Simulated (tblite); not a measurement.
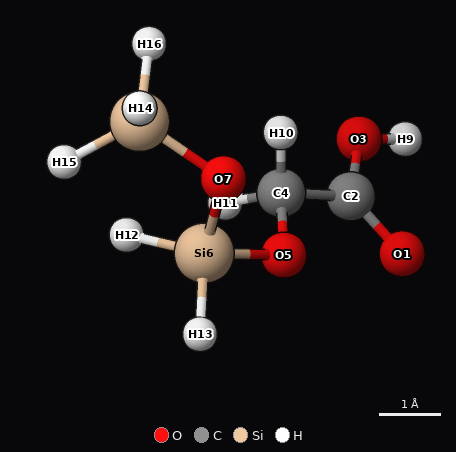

Starting structure of C$_{2}$H$_{8}$O$_{4}$Si$_{2}$. The picture is a ball-and-stick view, seen from a free direction.

Method: tblite, GFN2-xTB geometry optimisation, gas phase.

```xyz
16

O     3.3118   -0.3414    1.0535
C     2.7334    0.4591    0.2327
O     3.3851    1.5648   -0.2838
C     1.3208    0.1628   -0.1552
O     0.8431   -0.9795    0.4713
Si   -0.7784   -1.3533    0.0397
O    -1.8011   -0.2824    0.9038
Si   -3.0601    0.3431   -0.0747
H     4.3364    1.7997   -0.0472
H     0.7100    1.0573    0.0634
H     1.3265   -0.0620   -1.2560
H    -1.0494   -1.1804   -1.3944
H    -1.0153   -2.7712    0.4186
H    -4.2812    0.3209    0.7688
H    -3.2673   -0.4586   -1.3002
H    -2.7221    1.7301   -0.4101
```

### Where does the relaxation end?

The largest move after the best rigid fit is that of O7, 1.29 Å. Largest moves by element: O 1.29 Å, H 1.12 Å, Si 0.27 Å, C 0.18 Å. Among the contacts that change: Si6–Si8 2.846 → 3.207 Å, O5–Si6 1.719 → 1.619 Å, O7–Si8 1.713 → 1.619 Å, O1–C2 1.284 → 1.195 Å. Among the angles between lasting bonds that change: Si6–O7–Si8 112.2° → 164.0°, C4–O5–Si6 113.0° → 130.8°, C2–O3–H9 122.9° → 110.1°. Groups turn about C4–O5 by about 25°. The energy falls by 147.3 kJ/mol in 72 geometry steps. The run took 0.41 s on 1 thread of Arm Neoverse V2, on a shared host.

Final geometry:

```xyz
16

O     3.2714   -0.3658    1.0402
C     2.7366    0.4165    0.3117
O     3.3526    1.5083   -0.1678
C     1.3148    0.3366   -0.2139
O     0.6308   -0.7095    0.3808
Si   -0.6659   -1.5430   -0.1136
O    -1.9576   -0.5925   -0.3377
Si   -3.2086    0.4109   -0.1150
H     4.2638    1.5511    0.1655
H     0.8168    1.2935   -0.0081
H     1.3728    0.2212   -1.3042
H    -0.4754   -2.1393   -1.4325
H    -0.8505   -2.4085    1.0316
H    -3.8064    0.1230    1.1865
H    -4.1201    0.1297   -1.2213
H    -2.6829    1.7768   -0.1720
```

The end point in the same view:

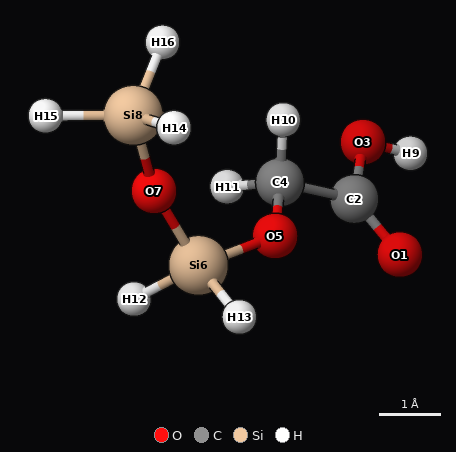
